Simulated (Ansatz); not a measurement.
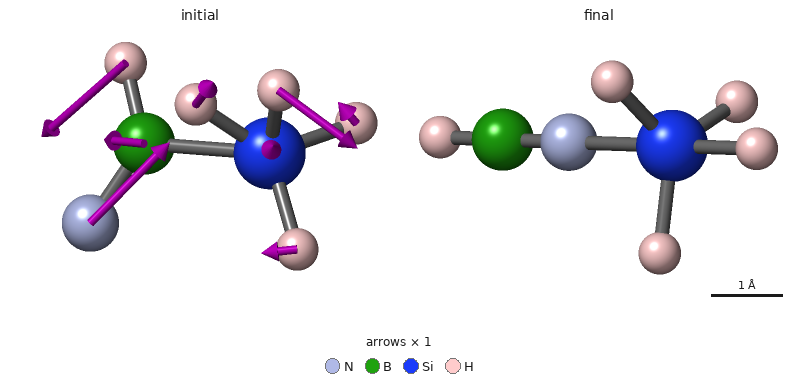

The structure of BSiNH5 (charge −1) before (left) and after (right) a relaxation, at one scale. The purple arrows give the displacements, at their true length.

Style: ball-and-stick. Shown at a tilt.

It is one of the separated reactants of a reaction.

Theory: RKS PBE-D4/def2-SVPD in Ansatz 0.2.0.

The input:
```yaml
crystal:
  periodic: [false, false, false]
  atoms:
    - {symbol: N, position_ang: [-1.627953, 0.397421, -0.892398]}
    - {symbol: B, position_ang: [-0.269655, 0.408067, -0.782751]}
    - {symbol: Si, position_ang: [0.592628, -0.435305, 0.863532]}
    - {symbol: H, position_ang: [0.651573, 0.981498, 0.788746]}
    - {symbol: H, position_ang: [0.539702, 0.884037, -1.588021]}
    - {symbol: H, position_ang: [-0.330764, -1.039606, 1.889074]}
    - {symbol: H, position_ang: [1.570639, -1.557224, 0.578865]}
    - {symbol: H, position_ang: [1.459561, 0.494640, 1.688036]}
basis:
  gaussian: {orbitals: def2-SVPD}
total_charge: -1
hamiltonian: {xc: pbe, dispersion: d4}
relax: {f_tol: 0.03, max_steps: 250}
```

Launched with:
```bash
ansatz run in.yaml --threads 2 --pin off --events-out ev --progress --plain --max-ram 4352MiB
```

Describe what moved and what it gained.

Answer. The largest move after the best rigid fit is that of H5, 1.94 Å. Largest moves by element: H 1.94 Å, N 1.63 Å, B 0.92 Å, Si 0.46 Å. Near-neighbour distances that change, for instance: B2–Si3 2.041 → 3.231 Å, N1–Si3 2.951 → 1.968 Å, Si3–H4 1.420 → 1.529 Å, N1–B2 1.363 → 1.263 Å. New bonds form, among them: N1–Si3 (2.95 → 1.97 Å). Bonds break, among them: B2–Si3 (2.04 → 3.23 Å). Among the angles between lasting bonds that change: N1–B2–H5 127.1° → 179.9°, H4–Si3–H8 52.6° → 91.8°, H6–Si3–H7 103.1° → 120.0°. The energy falls by 3.810 eV in 17 accepted moves (18 points after the start). Largest force component: 2.8 eV/Å at the start, 0.025 eV/Å at the end. The line search rejected the trial step at point 7 of the run. Cost: 31 s on 2 threads of Arm Neoverse V1, on a shared host.
